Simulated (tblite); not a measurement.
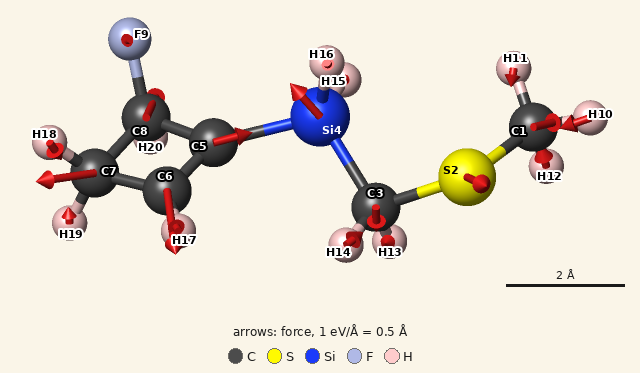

Starting geometry of C6H11FSSi with the computed forces as red arrows. A ball-and-stick model, seen at a tilt.

Method: GFN2-xTB geometry optimisation, gas phase (tblite 0.8.0). 

> Is this structure relaxed? If not, where do the atoms go?

It isn't relaxed: the largest force vector, on C6, is 3.29 eV/Å. The final displacements have little in common with the starting forces (cosine between the two patterns 0.09). The largest move after the best rigid fit is that of H17, 0.87 Å. Largest moves by element: H 0.87 Å, F 0.49 Å, C 0.48 Å, S 0.40 Å, Si 0.14 Å. Near-neighbour distances that change, for instance: C7–C8 1.488 → 1.547 Å, C3–Si4 1.860 → 1.906 Å, C1–H10 1.122 → 1.085 Å, C7–H18 1.126 → 1.089 Å. Among the angles between lasting bonds that change: C1–S2–C3 115.4° → 100.6°, C5–Si4–H16 104.6° → 111.5°, C7–C8–H20 109.6° → 115.8°. Groups turn about Si4–C5 by about 30°. The energy falls by 15.1 kcal/mol in 161 geometry steps. Cost: 1.3 s on 1 thread of Arm Neoverse V2 (shared host).
